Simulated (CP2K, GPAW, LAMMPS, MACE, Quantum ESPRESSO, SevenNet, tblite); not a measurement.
# Amorphous Ge (66 atoms) in other programs, against a plane-wave reference

How near do other programs and methods come to a plane-wave reference for amorphous Ge (66 atoms)? A plane-wave run serves as the reference.

Program: Quantum ESPRESSO 7.5. Level of theory: Kohn-Sham DFT, PBE, SSSP efficiency 1.3.0 pseudopotentials, plane waves. Results are calculated unless marked as measured.

### Step 1. Starting point

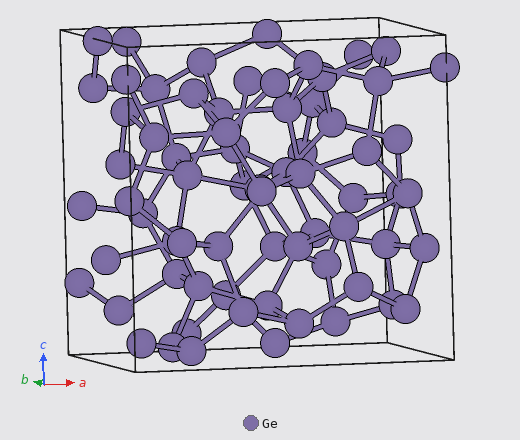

The cell as given, slightly off an axis (germanium purple). Some periodic images of atoms are drawn too.

The cell holds 66 atoms: 66 Ge. Cell: a = 11.531 Å, b = 11.531 Å, c = 11.531 Å, α = 90.0°, β = 90.0°, γ = 90.0°. 66 atoms (66 Ge) placed at random at 5.19 g/cm³, melted at 3500 K for 10 ps at fixed volume with the Tersoff potential (Tersoff, Phys. Rev. B 39, 5566 (1989)). Quenched from 3500 K to 300 K at 5 K/ps and fixed volume, held 5 ps, then minimised at fixed cell.

### Step 2. Reference: Quantum ESPRESSO, plane waves

Input file pw.in:

```
&control
  calculation = 'scf'
  pseudo_dir = './pseudo'
  outdir = './tmp'
  disk_io = 'none'
  tprnfor = .true.
  tstress = .true.
/
&system
  ibrav = 0
  nat = 66
  ntyp = 1
  ecutwfc = 45
  ecutrho = 360
  nosym = .true.
  occupations = 'smearing'
  smearing = 'fd'
  degauss = 0.003675
/
&electrons
  conv_thr = 3.3e-07
  electron_maxstep = 100
  mixing_beta = 0.2
  mixing_mode = 'local-TF'
  diagonalization = 'david'
/
ATOMIC_SPECIES
Ge 72.630 Ge.upf
CELL_PARAMETERS angstrom
11.53150 0.00000 0.00000
0.00000 11.53150 0.00000
0.00000 0.00000 11.53150
ATOMIC_POSITIONS crystal
Ge 0.06032 0.43496 0.61395
Ge 0.96997 0.62348 0.64661
Ge 0.00339 0.04159 0.89803
Ge 0.22273 0.39204 0.37434
Ge 0.18792 0.90764 0.96133
Ge 0.60648 0.19008 0.91224
Ge 0.71076 0.48723 0.85549
Ge 0.30773 0.18280 0.36654
Ge 0.36917 0.98789 0.05263
Ge 0.03840 0.99466 0.22054
Ge 0.55409 0.84736 0.83017
Ge 0.51433 0.45294 0.16191
[... 50 atom lines left out ...]
Ge 0.21781 0.47629 0.04328
Ge 0.62706 0.86338 0.31747
Ge 0.09796 0.09685 0.71398
Ge 0.55863 0.56870 0.98967
K_POINTS gamma
```

Launch:

```bash
OMP_NUM_THREADS=1 pw.x -in pw.in > output.txt
```

Numbers of over 12 decimals in the logs are rounded to 6 here.

Output:

```text
Program PWSCF
     gamma-point specific algorithms are used
     sticks:   dense  smooth     PW     G-vecs:    dense   smooth      PW
     Sum       13621    6809   1701              1193703   421997   52635
     bravais-lattice index     =            0
     lattice parameter (alat)  =      21.7914  a.u.
     unit-cell volume          =   10347.9426 (a.u.)^3
     number of atoms/cell      =           66
     number of atomic types    =            1
     number of electrons       =       924.00
     number of Kohn-Sham states=          554
     kinetic-energy cutoff     =      45.0000  Ry
     charge density cutoff     =     360.0000  Ry
     scf convergence threshold =      3.3E-07
     mixing beta               =       0.2000
[... lines left out ...]
     number of k points=     1  Fermi-Dirac smearing, width (Ry)=  0.0037
[... lines left out ...]
     total energy              =  -14100.00801098 Ry
[... lines left out ...]
     total energy              =  -14099.77698820 Ry
[... lines left out ...]
     total energy              =  -14099.84491700 Ry
[... lines left out ...]
     total energy              =  -14099.84794269 Ry
[... lines left out ...]
     total energy              =  -14099.84794387 Ry
[... lines left out ...]
          k = 0.0000 0.0000 0.0000 ( 26318 PWs)   bands (ev):
   -16.9567 -16.9150 -16.9052 -16.8952 -16.8879 -16.8773 -16.8662 -16.8563
   -16.8384 -16.8300 -16.8275 -16.8262 -16.8253 -16.8173 -16.8152 -16.8132
   -16.8107 -16.8064 -16.8055 -16.8001 -16.7994 -16.7961 -16.7928 -16.7909
[...]
12.6742  12.7061  12.7321  12.7455  12.8784  12.9107  12.9713  12.9937
    13.0894  13.1203  13.1843  13.2224  13.2806  13.3445  13.3689  13.4613
    13.4811  13.5345
     the Fermi energy is     7.8957 ev
!    total energy              =  -14099.84794583 Ry
     estimated scf accuracy    <       0.00000008 Ry
     smearing contrib. (-TS)   =      -0.00908668 Ry
     internal energy E=F+TS    =  -14099.83885915 Ry
     The total energy is F=E-TS. E is the sum of the following terms:
     one-electron contribution =   -9483.13041312 Ry
     hartree contribution      =    5588.52564179 Ry
     xc contribution           =   -3847.73056604 Ry
     ewald contribution        =   -6357.50352177 Ry
     convergence has been achieved in  11 iterations
     Forces acting on atoms (cartesian axes, Ry/au):
     atom    1 type  1   force =    -0.00035568   -0.00270882    0.00853783
     atom    2 type  1   force =    -0.01018899    0.00241063    0.00375379
     atom    3 type  1   force =     0.00738091   -0.00983216    0.00203312
[...]
atom   65 type  1   force =     0.01175084    0.01817262    0.01168100
     atom   66 type  1   force =    -0.00300484   -0.01366520    0.00270602
     Total force =     0.122800     Total SCF correction =     0.001435
     Computing stress (Cartesian axis) and pressure
          total   stress  (Ry/bohr**3)                   (kbar)     P=       29.39
   0.00018179   0.00008048  -0.00001164           26.74       11.84       -1.71
   0.00008048   0.00016505  -0.00000462           11.84       24.28       -0.68
  -0.00001164  -0.00000462   0.00025244           -1.71       -0.68       37.13
     Message from routine punch:
     Nothing written, as per user request (disk_io='none')
```

It took 15 min on 1 thread of Arm Neoverse V1, shared host; peak memory 4.3 GiB.

Banners, paths, timers and routine set-up lines are dropped from the logs unmarked, and long logs keep their key lines alone; longer cuts are marked.

Numbers from this run:

| Quantity | Value |
| --- | --- |
| r.m.s. force component | 0.2244 eV/Å |
| longest force | 0.7198 eV/Å |
| pressure | 2.938 GPa |

### Step 3. Structure statistics

Density 5.19 g/cm³, 23.23 Å³ an atom.

Pair distribution function in bins of 0.2 Å:

```csv
r (Å),total
2.30,0.30
2.50,5.08
2.70,0.68
2.90,0.00
3.10,0.17
3.30,0.15
3.50,0.48
3.70,1.06
3.90,1.88
4.10,2.03
4.30,1.57
4.50,0.97
4.70,0.69
4.90,0.79
5.10,0.81
5.30,0.82
5.50,0.92
5.70,0.99
```

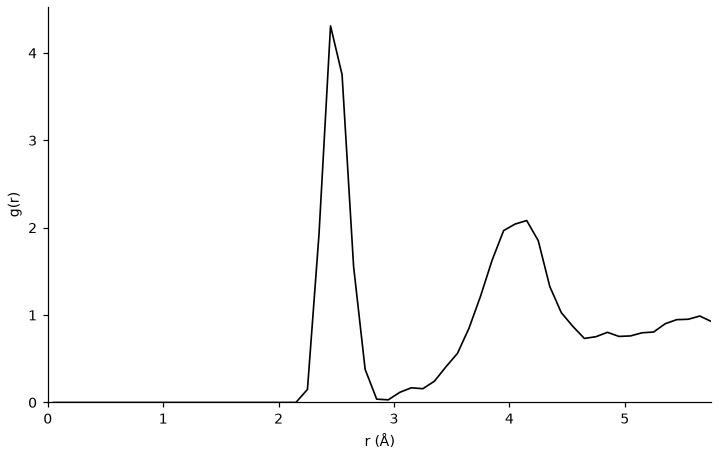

Pair distribution functions, lightly smoothed.

Bonds by pair of elements; cutoffs follow the first minimum of g(r), held within bounds set by covalent radii, and pairs that aren't listed don't count as bonded (cutoffs were set anew for this text, so counts can differ from the run's own analysis):

```csv
pair A-B,cutoff (Å),bonds,mean length (Å),spread (Å),shortest (Å),B about A,A about B
Ge-Ge,2.93,135,2.50,0.071,2.37,4.09,4.09
```

How many atoms have how many bonded neighbours:

```csv
element,mean,4,5
Ge,4.09,60,6
```

Rings of the network by King's shortest-path rule, up to 12 atoms, one path for each pair of neighbours; H, halogens, alkali and alkaline-earth atoms are left out, and the last column divides by all other atoms, bonded or not:

```csv
ring size (atoms),rings,per network atom
4,4,0.061
5,36,0.545
6,52,0.788
7,30,0.455
8,3,0.045
```

### Step 4. What was run beside it

The programs:
- CP2K 2026.2: Gaussian basis with GTH pseudopotentials and a plane-wave density; labels give functional, basis (MOLOPT sets; SR short-range, UZH the newer set with its own potentials), grid cutoff/relative cutoff and solver (OT: orbital transformation; TRS4, TC2, SIGN: linear-scaling purification with its sparsity filter), or its built-in tight binding.
- GPAW 26.7.0: PAW with atomic orbitals (LCAO), plane waves or a real-space grid of spacing h.
- MACE: machine-learned potential, published weights.
- Quantum ESPRESSO 7.5: plane waves; labels (QE) give functional, pseudopotential set and cutoffs of waves/density.
- SevenNet: machine-learned potential, published weights.
- tblite 0.8.0: extended tight binding, driven from Python.

All use the same cell and atoms; the electronic-structure runs use the same k-mesh, and an electronic temperature of 580 K (0.05 eV) where levels are smeared.

Differences are against the plane-wave reference, forces as r.m.s. over components; share is that over the reference's r.m.s. force, slope the least-squares factor from reference forces to these. Total energies of different programs have different zeros and aren't compared.

```csv
run,"Δ force, r.m.s. (meV/Å)",share (%),slope,Δ pressure (GPa),cores,CPU time,memory (GiB)
reference,-,-,-,-,1,15 min,4.3
"CP2K PBE, DZVP-MOLOPT (SR for Ge), 350/50 Ry, diagonalisation",25.1,11.2,1.019,1.08,2,1.8 min,2.2
"CP2K PBE, DZVP-UZH, 122/50 Ry, diagonalisation (coarse)",29.5,13.2,1.019,0.826,2,99 s,0.78
"CP2K PBE, DZVP-UZH, 350/20 Ry, diagonalisation (coarse)",31.6,14.1,1.017,0.906,2,1.7 min,2.2
"CP2K PBE, DZVP-UZH, 350/50 Ry, diagonalisation",29.6,13.2,1.019,0.826,2,2.5 min,2.2
"CP2K PBE, DZVP-UZH, 489/50 Ry, diagonalisation",29.6,13.2,1.019,0.826,4,3.6 min,4.9
"CP2K PBE, TZV2P-UZH, 350/50 Ry, diagonalisation",14.5,6.46,1.022,0.672,4,7.8 min,5.0
"CP2K TPSS, PBE potentials, DZVP-UZH, 350/50 Ry, diagonalisation",39.6,17.7,1.052,1.02,4,7.2 min,3.6
"GPAW PBE, LCAO dzp, h 0.2 Å",42.8,19.1,1.089,-,1,3.5 min,1.3
"GPAW PBE, LCAO dzp, h 0.2 Å, other mixer settings",42.9,19.1,1.088,-,1,4.3 min,1.3
"GPAW PBE, LCAO sz(dzp), h 0.2 Å (coarse)",133,59.2,1.288,-,1,61 s,1.0
"GPAW PBE, LCAO szp(dzp), h 0.2 Å (coarse)",114,50.9,1.244,-,1,2.7 min,1.3
MACE MP-0b3 medium potential,182,81.2,0.408,-1.52,1,9.1 s,0.78
MACE MPA-0 medium potential,158,70.4,0.584,-0.409,1,8.4 s,0.79
"QE PBE+D3(BJ), sssp-1.3.0-efficiency, 45/360 Ry",9.29,4.14,0.996,-1.96,1,15 min,4.3
SevenNet 0 potential,192,85.6,0.374,-0.634,1,8.6 s,0.7
tblite GFN1-xTB,106,47.3,0.755,1.33,1,7.1 s,0.14
```

Rows marked coarse were listed beforehand as settings not expected to be converged; some can still land near the reference.

Times of the machine-learned potentials are mostly Python's start and the loading of weights.

CPU time is summed over cores on a shared host, where runs went side by side, so it is rough. Symmetry, cutoffs, thresholds, outputs and thread counts weren't matched or tuned between programs; memory under MPI is the largest rank's times the ranks.

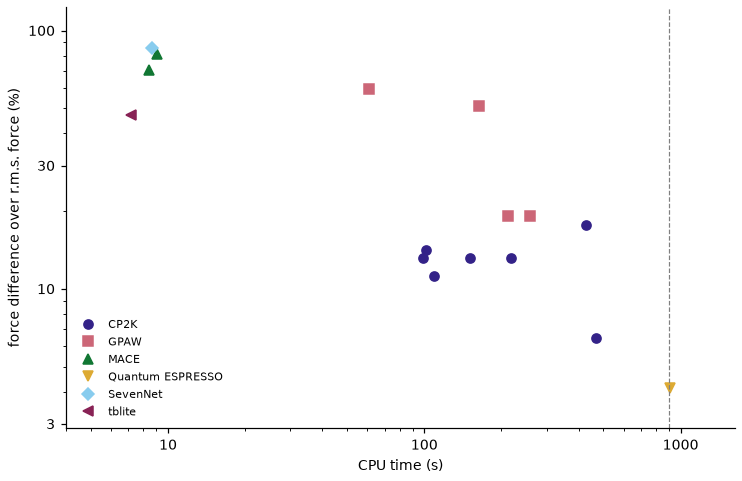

Force difference against CPU time; the dashed line marks the reference's time.

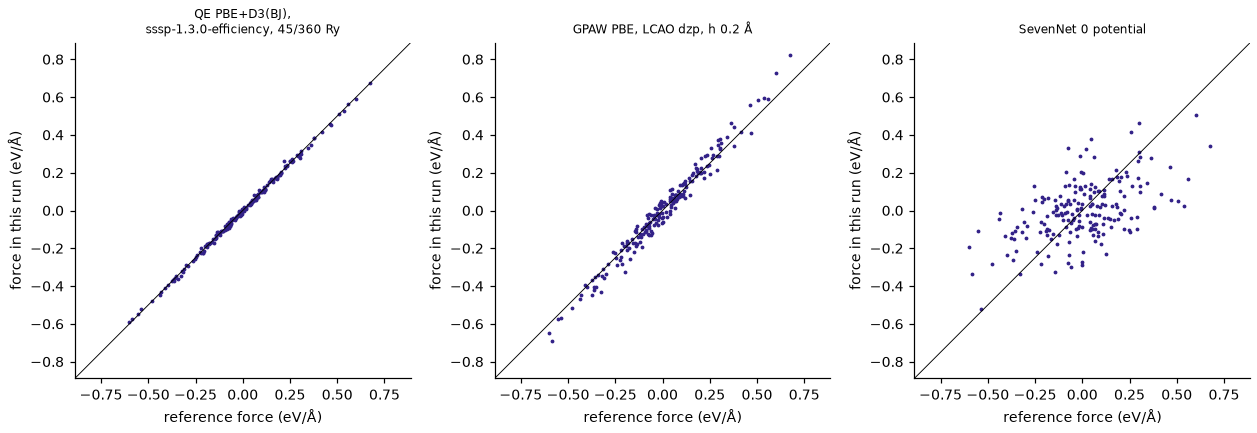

Force components against those of the reference; the line marks equality.

Within one program, basis, potentials and functional, energies share a zero. Each run against its twin at the usual cutoff or grid and solver:

```csv
run,twin,Δ energy (meV/atom),"Δ force, r.m.s. (meV/Å)",CPU time over the twin's
"CP2K PBE, DZVP-UZH, 122/50 Ry, diagonalisation","DZVP-UZH, 350/50 Ry, diagonalisation",0.0085,0.757,0.65
"CP2K PBE, DZVP-UZH, 350/20 Ry, diagonalisation","DZVP-UZH, 350/50 Ry, diagonalisation",-2.06,14.0,0.67
"CP2K PBE, DZVP-UZH, 489/50 Ry, diagonalisation","DZVP-UZH, 350/50 Ry, diagonalisation",1.0e-4,0.002,1.4 (this twin ran on 2 cores)
"GPAW PBE, LCAO dzp, h 0.2 Å, other mixer settings","LCAO dzp, h 0.2 Å",1.0e-4,1.69,1.2
```

### Step 5. What came out

| Item | Value |
| --- | --- |
| reference r.m.s. force component | 0.224 eV/Å |
| nearest in forces | QE PBE+D3(BJ), sssp-1.3.0-efficiency, 45/360 Ry, 4.1 % |
| farthest in forces | SevenNet 0 potential, 86 % |
| cheapest electronic-structure run beside the reference | tblite GFN1-xTB, 7.1 s of CPU time |

The PBE runs in local orbitals, coarse settings apart, differ by 6.5 % (CP2K PBE, TZV2P-UZH, 350/50 Ry, diagonalisation) to 19 % (GPAW PBE, LCAO dzp, h 0.2 Å, other mixer settings); basis, grid and potentials can all enter. Tight binding differs by 47 % (tblite GFN1-xTB); it is another model, with fitted parameters of its own, and the xTB methods hold dispersion. Machine-learned potentials differ by 70 % (MACE MPA-0 medium potential) to 86 % (SevenNet 0 potential); they were trained on other programs' data. Among those trained on PBE data the slope goes as low as 0.37, with a correlation of 0.54, so directions differ as well as sizes. In the reference's own program, potentials and cutoffs, a change of model alone moves forces by 4.1 % (QE PBE+D3(BJ), sssp-1.3.0-efficiency, 45/360 Ry). Other rows with another functional or a dispersion term differ by 18 % (CP2K TPSS, PBE potentials, DZVP-UZH, 350/50 Ry, diagonalisation), which mixes the change of model with differences of basis and potentials, some of them made for another functional. Runs with settings chosen to be coarse differ by 13 % (CP2K PBE, DZVP-UZH, 122/50 Ry, diagonalisation) to 59 % (GPAW PBE, LCAO sz(dzp), h 0.2 Å), their programs' other errors included. Of the electronic-structure runs that take under half the reference's CPU time, CP2K PBE, DZVP-MOLOPT (SR for Ge), 350/50 Ry, diagonalisation comes nearest, at 11 % in 1.8 min against 15 min. In the reference: levels near the Fermi energy are neither full nor empty under the smearing, so no gap is quoted. In the reference: the first maximum of g(r) stands at about 2.5 Å. Periodic xTB results under one method name differ between programs and library versions. The potentials hold different valence shells: 924 electrons in the reference, 264 in GPAW and 264 in CP2K with DZVP-MOLOPT; this bears on time and differences. GPAW's setups keep the filled d shell of Ge in the core. The reference's pressure holds the uncorrected Pulay stress of its 45 Ry basis, so small pressure differences, and their order, may be the reference's own error. Machine-learned potentials mimic data converged in k, so the reference's own k-point error enters their differences. The quench rate of 5 K/ps is many orders above laboratory rates, so the cell is likely richer in defects and strain than a real sample. The network of bonds at the start is that of the classical potential that made the cell, and needn't be the one that DFT or experiment would give. The reference's pressure of 2.9 GPa belongs to a cell and atoms that aren't relaxed at this level. The electronic-structure runs sample only Γ, in a cell whose shortest periodic width is 12 Å, which is coarse for a cell with partly filled levels.

[Also dropped from logs without a mark: logging warnings of Python, and SIESTA's first energy breakdown and zero terms.]

[Logs are printed without paths, hosts, clocks, repeated set-up lines and the standing remarks that a program may print on its own settings, such as how far it seeks lower states.]

[Hosts, paths, dates, database ids (printed as entryN), source tags and the programs' standing remarks are cut or masked in the printed files.]
